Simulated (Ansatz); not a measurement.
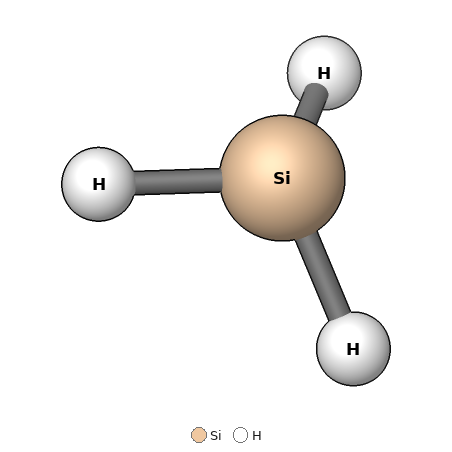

Ball-and-stick drawing of a structure. Every bond is drawn as one stick, whatever its order.

State: neutral, doublet. The computed structure is the end point of a PBE0-D4/def2-TZVP optimisation.

**Which formula does it have?**

SiH3, 4 atoms: 1 silicon and 3 hydrogen.

**Count the bonded pairs by element.**

3 Si–H. Sticks follow a distance rule.

**How many sets of symmetry-equivalent atoms are there?**

2: 1 Si, 3 H.

The parts below concern this one geometry. Atoms keep their numbers from picture to picture.

## Geometry

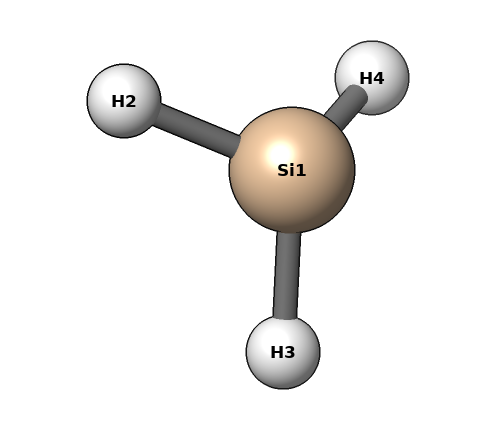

Numbered structure.

List the bonds and their lengths.

```tsv
bond	length (Å)
Si1–H2	1.486
Si1–H3	1.486
Si1–H4	1.486
```

## Vibrations

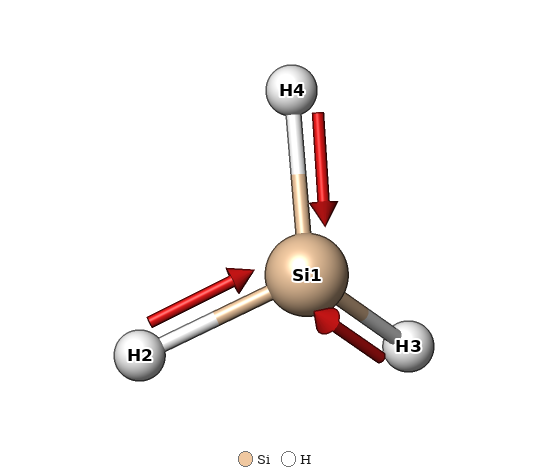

The arrows show one normal mode. Harmonic vibrations computed with UKS PBE0-D4/def2-TZVP (Ansatz 0.2.0) at a stationary point of the same level.

**What kind of motion is it?**

Mostly in-phase stretching of 3 Si–H bonds.

**Estimate its harmonic wavenumber.**

2204 cm⁻¹; it is mode 4 of 6 counted from the lowest.

## Electronic properties

Method: UKS PBE0-D4/def2-TZVPP (Ansatz 0.2.0).

What does the calculation give?

- HOMO energy (Kohn–Sham orbital): −6.41 eV
- ⟨S²⟩ of the determinant: 0.753

## Thermal motion

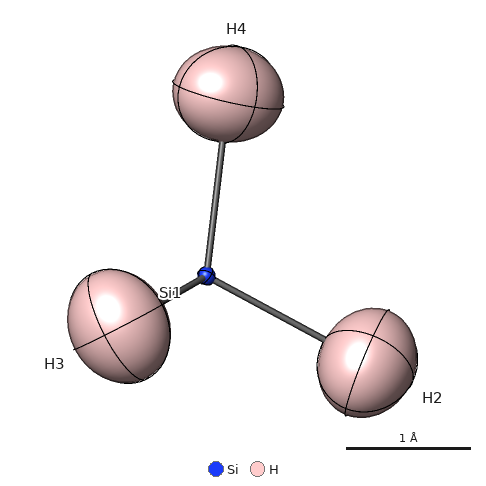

Displacement ellipsoids at the 50 % level, enlarged 3 times, from the internal vibrations of the free molecule (harmonic, no overall translation or rotation; no half-axis is drawn under 0.075 Å). Vibrations computed with UKS PBE0-D4/def2-TZVP (Ansatz 0.2.0). Temperature: 200 K.

**Which atom has the largest mean-square displacement?**

H2, H3, H4, with U_eq = 0.0086 Å².

Give the displacement parameters, one line for each set of equivalent atoms.

```json
{"atom": "Si1", "U_eq (Å²)": "0.00005", "rms amplitudes (Å)": "0.006, 0.006, 0.009"}
{"atom": "H2, H3, H4", "U_eq (Å²)": "0.0086", "rms amplitudes (Å)": "0.085, 0.089, 0.103"}
```
